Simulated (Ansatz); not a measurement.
**A computed series for MgO: pressure series**

Start from MgO in the rock salt structure (space group Fm-3m, No. 225; a = 4.214 Å).

Cell and atoms are relaxed at each pressure.

Computed with Ansatz (an electronic-structure program), PBEsol, PAW, cutoff 420 eV, no SOC.

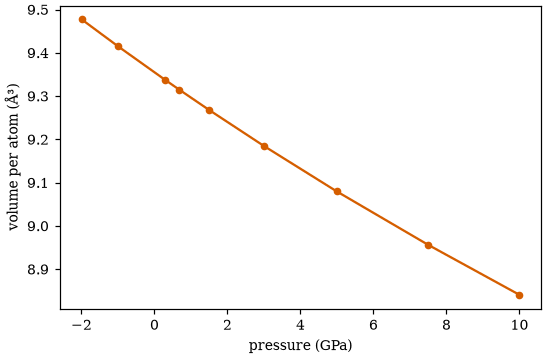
Fig. 1. Volume against pressure

Q: Estimate the zero-pressure bulk modulus from the plot.

A: About 160 GPa; a third-order Birch–Murnaghan fit to the points gives V₀ = 9.35 Å³/atom, B₀ = 157 GPa and B₀′ = 4.1.

Measured bulk modulus of MgO: 169.8 GPa (static lattice; corrected from measurement; as listed in Daniel Mejia-Rodriguez, S. B. Trickey, Phys. Rev. B (2018)); the computed value is 7 % below it.

Between the base and pressure 10 GPa the gap moves from 4.62 eV to 5.18 eV, a mean slope of 56 meV/GPa.

Load acts through the strain it causes; cell and atoms are relaxed under it. Stability against distortions was not tested. Competing high-pressure phases were not computed. The base started in P3_121 and relaxed to Fm-3m at this level.
